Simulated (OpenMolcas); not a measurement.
# Co²⁺ among point charges: CASSCF and CASPT2 levels and susceptibility, part 2 of 2

How does a field of 3 point charges split the states of Co²⁺, and what χT follows?

OpenMolcas 26.06; ANO-RCC-VTZP, DKH2, active space 7 electrons in 5 orbitals (3d), orbitals: per spin and parity. Surroundings: 3 point charges of -1.5 e arranged as a planar triangle (D3h), 1.85 Å from the ion. The steps go on from the part before.

### Step 5. RASSI: spin-orbit coupling between the states

Contents of a.inp:

```
&RASSI
NrOfJobIphs=2 10 40
1 2 3 4 5 6 7 8 9 10
1 2 3 4 5 6 7 8 9 10 11 12 13 14 15 16 17 18 19 20 21 22 23 24 25 26 27
28 29 30 31 32 33 34 35 36 37 38 39 40
IphNames
JOB001
JOB002
EJob
SpinOrbit
DIPRint=1.0
SOCoupling=1000.0
Subsets=2
Property=9
'ANGMOM' 1 'ANGMOM' 2 'ANGMOM' 3 'MLTPL  1' 1 'MLTPL  1' 2 'MLTPL  1' 3
'AMFI' 1 'AMFI' 2 'AMFI' 3
SOProperty=3
'ANGMOM' 1 'ANGMOM' 2 'ANGMOM' 3
```

Log:

```text
SPIN-FREE ENERGIES:
  (Shifted by EMIN (a.u.) =      -1393.6181661913)

 SF State       Relative EMIN(au)   Rel lowest level(eV)    D:o, cm**(-1)      L_eff

     1             0.0000000000        0.0000000000              0.0000         2.9
     2             0.0023409873        0.0637015102            513.7873         2.9
     3             0.0023409873        0.0637015102            513.7873         2.9
     4             0.0153225345        0.4169474044           3362.9076         3.0
     5             0.0153225345        0.4169474044           3362.9076         3.0
     6             0.0252085090        0.6859584764           5532.6282         3.0
     7             0.0252544353        0.6872081921           5542.7079         3.0
    11             0.0861704235        2.3448166781          18912.2219         4.1
    12             0.0861704235        2.3448166781          18912.2219         4.1
     8             0.0880943765        2.3971701064          19334.4808         1.2
     9             0.0880943765        2.3971701064          19334.4808         1.2
    13             0.0900183011        2.4495227591          19756.7334         4.0
    14             0.0902291520        2.4552603057          19803.0099         4.0
    15             0.0945777021        2.5735903815          20757.4063         5.0
    16             0.0945777021        2.5735903815          20757.4063         5.0
    17             0.0948054428        2.5797875225          20807.3896         4.0
    18             0.0948054428        2.5797875225          20807.3896         4.0
    19             0.0993409702        2.7032055106          21802.8228         3.8
    20             0.0993409702        2.7032055106          21802.8228         3.8
    21             0.1006064842        2.7376419001          22080.5710         3.8
    22             0.1096293864        2.9831675766          24060.8692         2.1
    23             0.1096293864        2.9831675766          24060.8692         2.1
    24             0.1144188260        3.1134948669          25112.0296         1.3
    25             0.1176702750        3.2019713027          25825.6402         4.9
    26             0.1176702750        3.2019713027          25825.6402         4.9
    27             0.1275962561        3.4720710090          28004.1413         2.2
    28             0.1298455688        3.5332779263          28497.8084         4.9
    29             0.1299972227        3.5374046383          28531.0925         4.9
    30             0.1320718339        3.5938576858          28986.4171         3.8
    31             0.1320718339        3.5938576858          28986.4171         3.8
    10             0.1362362734        3.7071778570          29900.4059         1.1
    32             0.1395829041        3.7982443161          30634.9064         4.7
    33             0.1395829041        3.7982443161          30634.9064         4.7
    34             0.1403163092        3.8182012859          30795.8702         4.7
    35             0.1424725639        3.8768759668          31269.1135         3.6
    36             0.1424725639        3.8768759668          31269.1135         3.6
    37             0.1476029801        4.0164817031          32395.1097         1.7
    38             0.1476029801        4.0164817031          32395.1097         1.7
    39             0.2028951641        5.5210586783          44530.3414         3.1
    40             0.2032010199        5.5293814387          44597.4689         3.1
Eigenvalues of complex Hamiltonian:
   -----------------------------------
  (Shifted by EMIN (a.u.) =      -1393.6181661913)

 SO State       Relative EMIN(au)   Rel lowest level(eV)    D:o, cm**(-1)     J-value

     1            -0.0026132497        0.0000000000              0.0000         4.3
     2            -0.0026132497        0.0000000000              0.0000         4.3
     3            -0.0018515816        0.0207260465            167.1668         3.9
     4            -0.0018515816        0.0207260465            167.1668         3.9
     5             0.0006110919        0.0877388053            707.6612         3.2
     6             0.0006110919        0.0877388053            707.6612         3.2
     7             0.0029382055        0.1510627926           1218.4036         3.2
     8             0.0029382055        0.1510627926           1218.4036         3.2
     9             0.0030580302        0.1543233897           1244.7021         2.6
    10             0.0030580302        0.1543233897           1244.7021         2.6
    11             0.0052991460        0.2153072572           1736.5701         2.0
    12             0.0052991460        0.2153072572           1736.5701         2.0
    13             0.0123277970        0.4065665925           3279.1807         2.8
    14             0.0123277970        0.4065665925           3279.1807         2.8
    15             0.0143635569        0.4619624420           3725.9784         2.9
    16             0.0143635569        0.4619624420           3725.9784         2.9
    17             0.0162592896        0.5135479565           4142.0436         2.8
    18             0.0162592896        0.5135479565           4142.0436         2.8
    19             0.0180526088        0.5623466601           4535.6317         2.4
    20             0.0180526088        0.5623466601           4535.6317         2.4
    21             0.0212040573        0.6481019409           5227.2947         1.7
    22             0.0212040573        0.6481019409           5227.2947         1.7
    23             0.0241188645        0.7274178856           5867.0209         1.8
    24             0.0241188645        0.7274178856           5867.0209         1.8
    25             0.0267215478        0.7982405065           6438.2439         1.8
    26             0.0267215478        0.7982405065           6438.2439         1.8
    27             0.0290850746        0.8625553481           6956.9781         1.4
    28             0.0290850746        0.8625553481           6956.9781         1.4
    29             0.0844513542        2.3691485674          19108.4719         2.0
    30             0.0844513542        2.3691485674          19108.4719         2.0
    31             0.0854987482        2.3976496079          19338.3483         2.7
    32             0.0854987482        2.3976496079          19338.3483         2.7
    33             0.0866521983        2.4290365864          19591.5013         1.4
    34             0.0866521983        2.4290365864          19591.5013         1.4
    35             0.0872234915        2.4445822660          19716.8857         1.8
    36             0.0872234915        2.4445822660          19716.8857         1.8
    37             0.0879352935        2.4639513844          19873.1082         1.8
    38             0.0879352935        2.4639513844          19873.1082         1.8
    39             0.0888886306        2.4898930088          20082.3415         1.4
    40             0.0888886306        2.4898930088          20082.3415         1.4
    41             0.0891488495        2.4969739263          20139.4529         3.4
Weights of the five most important spin-orbit-free states for each spin-orbit state.

 SO State  Total energy (au)           Spin-free states, spin, and weights
 -------------------------------------------------------------------------------------------------------
    1        -0.002613       1 1.5  0.6840    2 1.5  0.1560    3 1.5  0.1560    4 1.5  0.0012    5 1.5  0.0012
    2        -0.002613       1 1.5  0.6840    2 1.5  0.1560    3 1.5  0.1560    4 1.5  0.0012    5 1.5  0.0012
    3        -0.001852       1 1.5  0.6420    3 1.5  0.1747    2 1.5  0.1747    4 1.5  0.0036    5 1.5  0.0036
    4        -0.001852       1 1.5  0.6420    3 1.5  0.1747    2 1.5  0.1747    4 1.5  0.0036    5 1.5  0.0036
    5         0.000611       3 1.5  0.4862    2 1.5  0.4862    4 1.5  0.0131    5 1.5  0.0131   18 0.5  0.0006
    6         0.000611       3 1.5  0.4862    2 1.5  0.4862    4 1.5  0.0131    5 1.5  0.0131   18 0.5  0.0006
    7         0.002938       3 1.5  0.4799    2 1.5  0.4799    1 1.5  0.0282    4 1.5  0.0055    5 1.5  0.0055
    8         0.002938       3 1.5  0.4799    2 1.5  0.4799    1 1.5  0.0282    4 1.5  0.0055    5 1.5  0.0055
    9         0.003058       1 1.5  0.3567    2 1.5  0.3095    3 1.5  0.3095    4 1.5  0.0114    5 1.5  0.0114
   10         0.003058       1 1.5  0.3567    2 1.5  0.3095    3 1.5  0.3095    4 1.5  0.0114    5 1.5  0.0114
   11         0.005299       2 1.5  0.3534    3 1.5  0.3534    1 1.5  0.2857    4 1.5  0.0031    5 1.5  0.0031
   12         0.005299       2 1.5  0.3534    3 1.5  0.3534    1 1.5  0.2857    4 1.5  0.0031    5 1.5  0.0031
```

These steps: 10 s of run time, 1 thread of Arm Neoverse V2, shared host.

Spin-free states, with their symmetry labels:

| state | degeneracy | E (cm-1) | free-ion L (%) |
| --- | --- | --- | --- |
| 4A2 | 1 | 0 | F (96) |
| 4E | 2 | 514 | F (93) |
| 4E | 2 | 3363 | F (100) |
| 4A1 | 1 | 5533 | F (100) |
| 4A2 | 1 | 5543 | F (100) |
| 2E | 2 | 18912 | G (87) |
| 4E | 2 | 19334 | P (93) |
| 2A2 | 1 | 19757 | G (88) |
| 2A1 | 1 | 19803 | G (88) |
| 2E | 2 | 20757 | H (100) |
| 2E | 2 | 20807 | G (89) |
| 2E | 2 | 21803 | G (86) |
| 2A1 | 1 | 22081 | G (90) |
| 2E | 2 | 24061 | P (44) |
| 2A2 | 1 | 25112 | P (94) |
| 2E | 2 | 25826 | H (87) |
| 2A1 | 1 | 28004 | D (90) |
| 2A1 | 1 | 28498 | H (88) |
| 2A2 | 1 | 28531 | H (88) |
| 2E | 2 | 28986 | H (44) |
| 4A2 | 1 | 29900 | P (96) |
| 2E | 2 | 30635 | H (86) |
| 2A2 | 1 | 30796 | H (88) |
| 2E | 2 | 31269 | D (53) |

With spin-orbit coupling:

```tsv
E (cm-1)	Degeneracy	Label	2S+1	g
0.0	2	E1/2	4	1.78 6.39 6.39
167.2	2	E3/2	4	0.00 0.00 5.27
707.7	2	E1/2	4	0.00 0.00 7.95
1218	2	E1/2	4	1.68 4.42 4.42
1245	2	E3/2	4	0.00 0.00 4.67
1737	2	E1/2	4	2.08 2.08 2.51
3279	2	E1/2	4	0.00 0.00 9.94
3726	2	E1/2	4	0.00 0.00 5.99
4142	2	E3/2	4	0.00 0.00 2.01
4536	2	E1/2	4	0.03 0.03 1.98
5227	2	E3/2	4	0.00 0.00 11.98
5867	2	E1/2	4	0.06 0.06 8.03
6438	2	E1/2	4	0.06 0.06 4.03
6957	2	E3/2	4	0.00 0.00 0.01
19108	2	E3/2	2	0.00 0.00 9.77
19338	2	E1/2	2	0.17 0.17 6.40
19592	2	E1/2	4	0.00 0.00 7.98
19717	2	E3/2	4	0.00 0.00 3.99
19873	2	E1/2	4	0.18 1.37 1.37
20082	2	E1/2	4	1.44 1.44 3.80
20139	2	E1/2	2	0.07 0.07 4.21
20630	2	E1/2	2	0.19 0.19 7.51
21063	2	E1/2	2	0.00 0.00 11.97
21079	2	E3/2	2	0.00 0.00 2.20
```

The table of states holds 24 of 33 computed; the rest, higher up, is left out. Labels of spin-orbit levels are those of the rotation subgroup (D3 for D3h). Principal g values are given for doublets only; a zero marks a field direction without first-order Zeeman splitting.

Powder χT (cm³ K/mol): 2.69 at 2 K, 2.75 at 5 K, 2.84 at 10 K, 3.03 at 20 K, 3.58 at 50 K, 4.13 at 100 K, 4.37 at 150 K, 4.49 at 200 K, 4.56 at 250 K, 4.60 at 300 K.

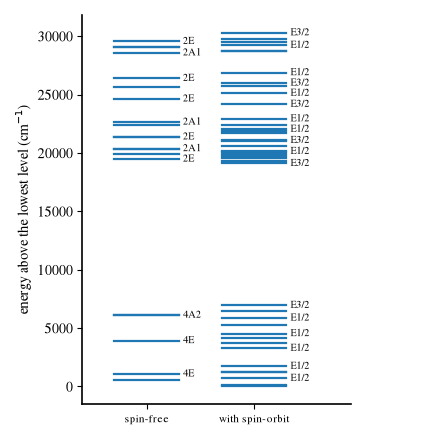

The states in the field without (left) and with (right) spin-orbit coupling.

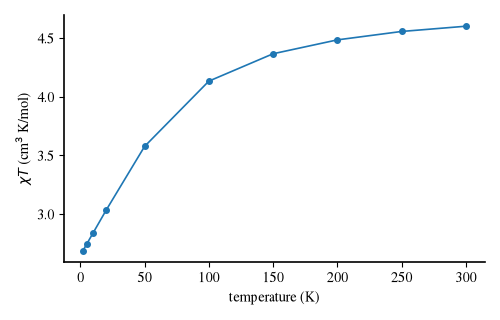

χT against temperature.

Orbitals of the lowest block (energies include the constant potential of the surroundings):

| shell | space | energy (hartree) | mean occupation | ⟨r²⟩ (bohr²) |
| --- | --- | --- | --- | --- |
| 1s | inactive | -285.2034 | 2.000 | 0.00421 |
| 2s | inactive | -34.8974 | 2.000 | 0.0761 |
| 2p | inactive | -29.6704 | 6.000 | 0.0618 |
| 3s | inactive | -4.0694 | 2.000 | 0.692 |
| 3p | inactive | -2.4804 | 6.000 | 0.788 |
| 3d | RAS2 |  | 7.000 | 1.41 |

### Step 6. CASPT2: IPEA 0.25, imaginary shift 0.1 (closed shells correlated: 3s 3p)

Contents of a.inp:

```
>>> COPY JOB001 $Project.JobIph
&CASPT2
Multistate=10 1 2 3 4 5 6 7 8 9 10
NoMult
Frozen=5
IPEA=0.25
Imaginary=0.1
MaxIter=60
WThr=0.0 0.3 0.05
PrWF=0.5
NoMix
>>> COPY JOB002 $Project.JobIph
&CASPT2
Multistate=40 1 2 3 4 5 6 7 8 9 10 11 12 13 14 15 16 17 18 19 20 21 22
23 24 25 26 27 28 29 30 31 32 33 34 35 36 37 38 39 40
NoMult
Frozen=5
IPEA=0.25
Imaginary=0.1
MaxIter=60
WThr=0.0 0.3 0.05
PrWF=0.5
NoMix
```

Log:

```text
Orbital specifications:
      -----------------------

      Symmetry species                           1
                                                 a
      Frozen orbitals                            5
      Inactive orbitals                          4
      Active orbitals                            5
      Secondary orbitals                        45
      Deleted orbitals                           0
      Number of basis functions                 59
Type of calculation                        SS-CASPT2
      Fock operator                              state-specific
      IPEA shift                                 0.25
      Real shift                                 0.00
      Imaginary shift                            0.10
      The input orbitals will be transformed to quasi-canonical
Reference energy:       -1393.6181661913
      E2 (Non-variational):      -0.5004138238
      Shift correction:          -0.0001832969
      E2 (Variational):          -0.5005971207
      Total energy:           -1394.1187633120
      Residual norm:              0.0000001327
      Reference weight:           0.93312
      Contributions to the CASPT2 correlation energy
      Active & Virtual Only:         -0.1959723427
      One Inactive Excited:          -0.2201785984
      Two Inactive Excited:          -0.0842628827
Reference energy:       -1393.6158252039
      E2 (Non-variational):      -0.5045127023
      Shift correction:          -0.0001856702
      E2 (Variational):          -0.5046983725
      Total energy:           -1394.1205235764
      Residual norm:              0.0000001972
      Reference weight:           0.93158
      Contributions to the CASPT2 correlation energy
      Active & Virtual Only:         -0.1990210289
      One Inactive Excited:          -0.2208233578
      Two Inactive Excited:          -0.0846683157
::    CASPT2 Root  1     Total energy:  -1394.11876331
::    CASPT2 Root  2     Total energy:  -1394.12052358
::    CASPT2 Root  3     Total energy:  -1394.12052425
::    CASPT2 Root  4     Total energy:  -1394.10224620
::    CASPT2 Root  5     Total energy:  -1394.10182309
::    CASPT2 Root  6     Total energy:  -1394.09452196
::    CASPT2 Root  7     Total energy:  -1394.09449906
::    CASPT2 Root  8     Total energy:  -1394.04864753
::    CASPT2 Root  9     Total energy:  -1394.04864795
::    CASPT2 Root 10     Total energy:  -1393.99230795
Orbital specifications:
      -----------------------

      Symmetry species                           1
                                                 a
      Frozen orbitals                            5
      Inactive orbitals                          4
      Active orbitals                            5
      Secondary orbitals                        45
      Deleted orbitals                           0
      Number of basis functions                 59
Type of calculation                        SS-CASPT2
      Fock operator                              state-specific
      IPEA shift                                 0.25
      Real shift                                 0.00
      Imaginary shift                            0.10
      The input orbitals will be transformed to quasi-canonical
Reference energy:       -1393.5319957677
      E2 (Non-variational):      -0.5116544733
      Shift correction:          -0.0001697436
      E2 (Variational):          -0.5118242169
      Total energy:           -1394.0438199846
      Residual norm:              0.0000004207
      Reference weight:           0.93126
      Contributions to the CASPT2 correlation energy
      Active & Virtual Only:         -0.2016163037
      One Inactive Excited:          -0.2250295819
      Two Inactive Excited:          -0.0850085877
Reference energy:       -1393.5319957677
      E2 (Non-variational):      -0.5116576183
      Shift correction:          -0.0001698559
      E2 (Variational):          -0.5118274742
      Total energy:           -1394.0438232419
      Residual norm:              0.0000004196
      Reference weight:           0.93125
      Contributions to the CASPT2 correlation energy
      Active & Virtual Only:         -0.2016169903
      One Inactive Excited:          -0.2250320408
      Two Inactive Excited:          -0.0850085872
::    CASPT2 Root  1     Total energy:  -1394.04381998
::    CASPT2 Root  2     Total energy:  -1394.04382324
::    CASPT2 Root  3     Total energy:  -1394.04356535
::    CASPT2 Root  4     Total energy:  -1394.04347305
::    CASPT2 Root  5     Total energy:  -1394.03934168
::    CASPT2 Root  6     Total energy:  -1394.03934194
::    CASPT2 Root  7     Total energy:  -1394.03867938
::    CASPT2 Root  8     Total energy:  -1394.03860627
::    CASPT2 Root  9     Total energy:  -1394.03492008
::    CASPT2 Root 10     Total energy:  -1394.03491236
::    CASPT2 Root 11     Total energy:  -1394.03191775
::    CASPT2 Root 12     Total energy:  -1394.03376169
::    CASPT2 Root 13     Total energy:  -1394.03376102
::    CASPT2 Root 14     Total energy:  -1394.02880529
::    CASPT2 Root 15     Total energy:  -1394.01575990
::    CASPT2 Root 16     Total energy:  -1394.01575365
::    CASPT2 Root 17     Total energy:  -1394.01263571
::    CASPT2 Root 18     Total energy:  -1394.00168597
::    CASPT2 Root 19     Total energy:  -1394.00161056
::    CASPT2 Root 20     Total energy:  -1394.00623840
::    CASPT2 Root 21     Total energy:  -1394.00619901
::    CASPT2 Root 22     Total energy:  -1393.99289518
::    CASPT2 Root 23     Total energy:  -1393.99289466
::    CASPT2 Root 24     Total energy:  -1393.99320749
::    CASPT2 Root 25     Total energy:  -1393.99011956
::    CASPT2 Root 26     Total energy:  -1393.99009542
::    CASPT2 Root 27     Total energy:  -1393.99148498
::    CASPT2 Root 28     Total energy:  -1393.99148455
::    CASPT2 Root 29     Total energy:  -1393.94612724
::    CASPT2 Root 30     Total energy:  -1393.94601240
```

This run: 11 s of run time, 1 thread of Arm Neoverse V2, shared host.

SS-CASPT2: lowest energy less the reference's lowest, -0.5024 hartree; reference weights 0.924 to 0.934.

Spin-free states, with their symmetry labels:

| state | degeneracy | E (cm-1) | free-ion L (%) |
| --- | --- | --- | --- |
| 4E | 2 | 0 | F (93) |
| 4A2 | 1 | 386 | F (96) |
| 4E | 2 | 4058 | F (100) |
| 4A1 | 1 | 5707 | F (100) |
| 4A2 | 1 | 5712 | F (100) |
| 4E | 2 | 15775 | P (93) |
| 2E | 2 | 16834 | G (87) |
| 2A2 | 1 | 16890 | G (88) |
| 2A1 | 1 | 16911 | G (88) |
| 2E | 2 | 17817 | H (100) |
| 2E | 2 | 17971 | G (89) |
| 2E | 2 | 18789 | G (86) |
| 2E | 2 | 19042 | P (44) |
| 2A1 | 1 | 19447 | G (90) |
| 2A2 | 1 | 20130 | P (94) |
| 2E | 2 | 22994 | H (87) |
| 2A1 | 1 | 23679 | D (90) |
| 2E | 2 | 25087 | H (44) |
| 2A1 | 1 | 26082 | H (88) |
| 2A2 | 1 | 26098 | H (88) |
| 2A2 | 1 | 27943 | H (88) |
| 2E | 2 | 28011 | H (86) |
| 4A2 | 1 | 28140 | P (96) |
| 2E | 2 | 28321 | D (51) |

With spin-orbit coupling:

| E (cm-1) | Degeneracy | Label | 2S+1 | g |
| --- | --- | --- | --- | --- |
| 0 | 2 | E1/2 | 4 | 1.45 6.39 6.39 |
| 75 | 2 | E3/2 | 4 | 0.00 0.00 4.50 |
| 230 | 2 | E1/2 | 4 | 0.00 0.00 7.97 |
| 750 | 2 | E1/2 | 4 | 2.42 4.12 4.12 |
| 1260 | 2 | E3/2 | 4 | 0.00 0.00 5.47 |
| 1620 | 2 | E1/2 | 4 | 1.75 1.75 2.11 |
| 3970 | 2 | E1/2 | 4 | 0.00 0.00 9.91 |
| 4390 | 2 | E1/2 | 4 | 0.00 0.00 5.93 |
| 4810 | 2 | E3/2 | 4 | 0.00 0.00 1.97 |
| 5220 | 2 | E1/2 | 4 | 0.01 0.01 2.00 |
| 5410 | 2 | E3/2 | 4 | 0.00 0.00 11.98 |
| 6070 | 2 | E1/2 | 4 | 0.03 0.03 8.06 |
| 6640 | 2 | E1/2 | 4 | 0.03 0.03 4.06 |
| 7150 | 2 | E3/2 | 4 | 0.00 0.00 0.03 |
| 16050 | 2 | E1/2 | 4 | 0.00 0.00 7.99 |
| 16140 | 2 | E3/2 | 4 | 0.00 0.00 3.99 |
| 16290 | 2 | E1/2 | 4 | 0.33 1.81 1.81 |
| 16520 | 2 | E1/2 | 4 | 1.86 1.86 3.64 |
| 16930 | 2 | E3/2 | 2 | 0.00 0.00 9.60 |
| 16990 | 2 | E1/2 | 2 | 0.29 0.29 7.02 |
| 17290 | 2 | E1/2 | 2 | 0.28 0.28 4.19 |
| 18060 | 2 | E1/2 | 2 | 0.07 0.07 6.90 |
| 18140 | 2 | E1/2 | 2 | 0.00 0.00 11.97 |
| 18240 | 2 | E3/2 | 2 | 0.00 0.00 2.29 |

Powder χT (cm³ K/mol): 2.71 at 2 K, 2.84 at 5 K, 3.05 at 10 K, 3.47 at 20 K, 4.20 at 50 K, 4.51 at 100 K, 4.57 at 150 K, 4.58 at 200 K, 4.57 at 250 K, 4.55 at 300 K.

### Step 7. The methods side by side

A. CASSCF
B. SS-CASPT2, IPEA 0.25, imaginary shift 0.1 (closed shells correlated: 3s 3p)

| method | ground state | first state of that spin (cm-1) | first gap with spin-orbit (cm-1) | χT at 300 K |
| --- | --- | --- | --- | --- |
| A | 4A2 | 4E 513.8 | 167.2 | 4.60 |
| B | 4E | 4A2 386.4 | 75.4 | 4.55 |

### Step 8. Summary of results

What follows sums up all 2 parts.

```
                                            quantity                                                                        value
                                              method  SS-CASPT2, IPEA 0.25, imaginary shift 0.1 (closed shells correlated: 3s 3p)
                              spin-free ground state                                               4E, 2-fold in its orbital part
first state of the same spin within the active space                                                              4A2 at 386 cm⁻¹
                                        lowest level                                            2-fold E1/2, g = 1.45, 6.39, 6.39
                                          next level                                                                    75.4 cm⁻¹
                                         χT at 300 K                                                               4.55 cm³ K/mol
                           effective moment at 300 K                                                                      6.03 μB
```

Cost by method:

| method | time of its own steps | time with the reference |
| --- | --- | --- |
| A. CASSCF | 10 s | 10 s |
| B. SS-CASPT2, IPEA 0.25, imaginary shift 0.1, +3s 3p | 11 s | 22 s |

Times are of one thread on a shared host.

The spin-free ground state (4E) comes to 93 % from free-ion F terms and keeps the highest spin of the shell. χT at 300 K is 4.55, against 1.88 cm³ K/mol for the spin alone, so orbital moment adds to it. An active space of the d shell alone favours high spin; real ions in strong fields can be low spin. CASPT2 does not keep the components of a term degenerate, and the means are used. The field of point charges can differ much from that of real complexes. With metal d orbitals alone active, the gaps between spin states are rough; where two lie within a few thousand cm-1, their order is open. Point charges carry no covalency, so the field is a model and not that of real ligands.
